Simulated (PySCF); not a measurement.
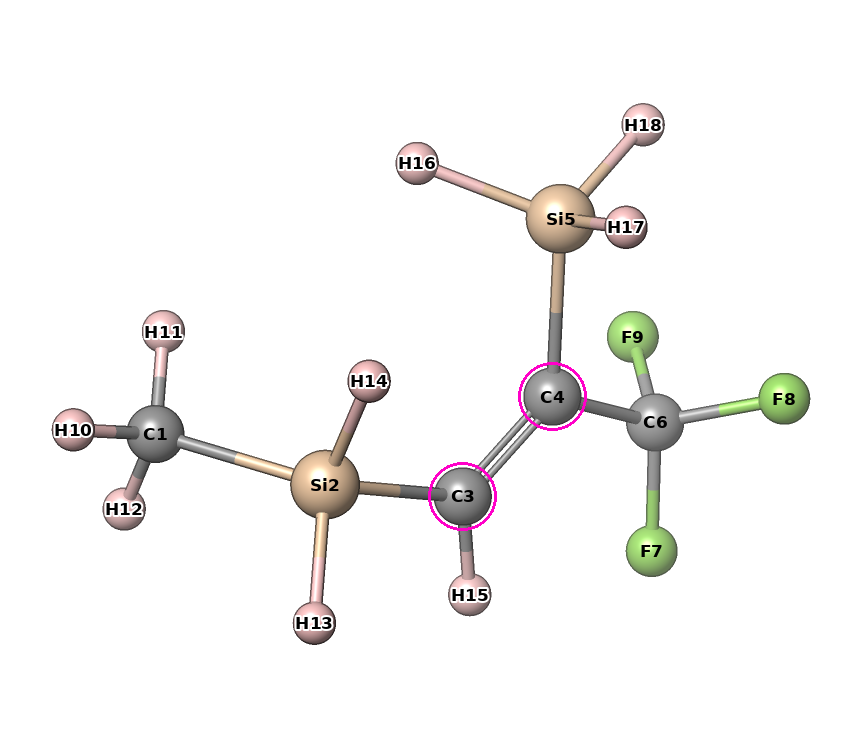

Distant atoms are faded towards the background colour. Circles mark the stereogenic atoms. The computed structure is the end point of a PBE0-D3(BJ)/def2-SVP optimisation. No frequency run is at hand to confirm it as a minimum.

> Assign CIP descriptors.

C3=C4: Z.

> Write the isomeric SMILES.

C[SiH2]/C=C(\[SiH3])C(F)(F)F
